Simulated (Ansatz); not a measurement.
Consider H4O3Si···HF.

```yaml
atoms:
  - { symbol: Si, position_ang: [-0.2551, -0.1656, 0.2015] }
  - { symbol: H, position_ang: [-0.1216, 0.0856, 1.6363] }
  - { symbol: O, position_ang: [1.2858, 0.0317, -0.4089] }
  - { symbol: H, position_ang: [1.6669, -0.7595, -0.8112] }
  - { symbol: O, position_ang: [-1.3347, 0.9027, -0.4331] }
  - { symbol: H, position_ang: [-1.1401, 1.2598, -1.3073] }
  - { symbol: O, position_ang: [-0.6299, -1.7387, -0.1706] }
  - { symbol: H, position_ang: [-1.5566, -2.0005, -0.1216] }
  - { symbol: F, position_ang: [1.1255, 1.9491, 1.4128] }
  - { symbol: H, position_ang: [1.3960, 1.0930, 1.1779] }
```

Not at a stationary point (largest force 0.6 eV/Å).

All numbers below come from Ansatz 0.2.0, RKS r2SCAN-D4/def2-SVP.

**What will maps of the electron density and electron localisation function show?**

Si1···H10 (2.29 Å): the density falls to about 0.15 e/Å³ on the way; the ELF dips to about 0.05 between them.
Si–O (1.65 Å): ρ is about 1.1 e/Å³ halfway; the ELF peaks at about 0.90 between the atoms, as expected for a polar covalent bond.
F–H (0.93 Å): ρ is about 4.6 e/Å³ halfway; the ELF climbs to about 1 towards the hydrogen, as it does in any bond to H; an ordinary covalent bond to hydrogen.

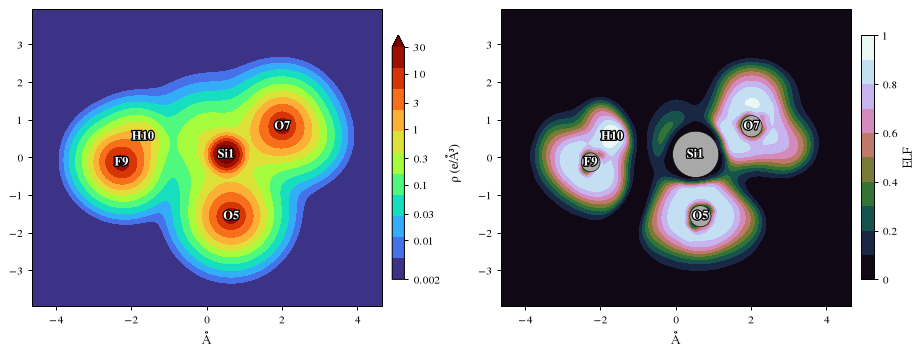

Computed electron density and electron localisation function on the plane of atoms O5, Si1 and O7, in this order. Grey discs cover the atomic cores in the ELF map. 
